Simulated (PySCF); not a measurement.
Molecule (SMILES): OCl (OH-Cl).
Geometry (B3LYP-D3(BJ)/def2-TZVP, fixed):
```
O
H 1 0.9686
Cl 1 1.7015 2 103.27
```

Basis-set convergence of the mean static polarisability at PBE0 with PySCF. All functions are spherical. Density fitting with generated auxiliary sets. No added dispersion term, no relativity. Reference: the value in aug-pcseg-3, 22.89 bohr³, itself unsure by roughly 0.9 % (its mean distance from aug-cc-pV(Q+d)Z, aug-pcseg-2, aug-cc-pV(T+d)Z). Deviations are taken from unrounded values. Cost is core time over that of pcseg-1, rough, on shared machines of one kind.

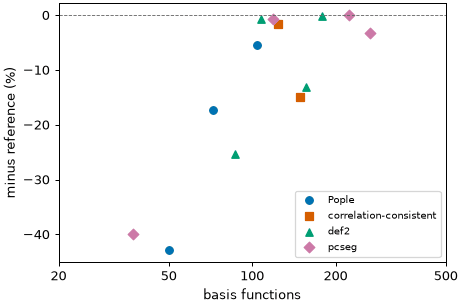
Figure: Deviation from the reference against the number of basis functions, by family of sets.

```tsv
basis	functions	mean static polarisability (bohr³)	minus reference (%)	cost
pcseg-1	37	13.76	-39.9	1×
6-311G**	50	13.07	-42.9	0.8×
6-311++G(2d,2p)	72	18.91	-17.4	1×
def2-TZVPP	87	17.08	-25.4	1×
6-311++G(3df,3pd)	104	21.65	-5.4	2×
def2-TZVPPD	108	22.75	-0.6	2×
aug-pcseg-2	119	22.72	-0.7	2×
aug-cc-pV(T+d)Z	124	22.53	-1.6	2×
cc-pV(Q+d)Z	149	19.49	-14.9	4×
def2-QZVPP	157	19.90	-13.1	4×
def2-QZVPPD	178	22.85	-0.2	4×
aug-pcseg-3	223	22.89	0.0	9×
pcseg-4	267	22.13	-3.3	20×
```
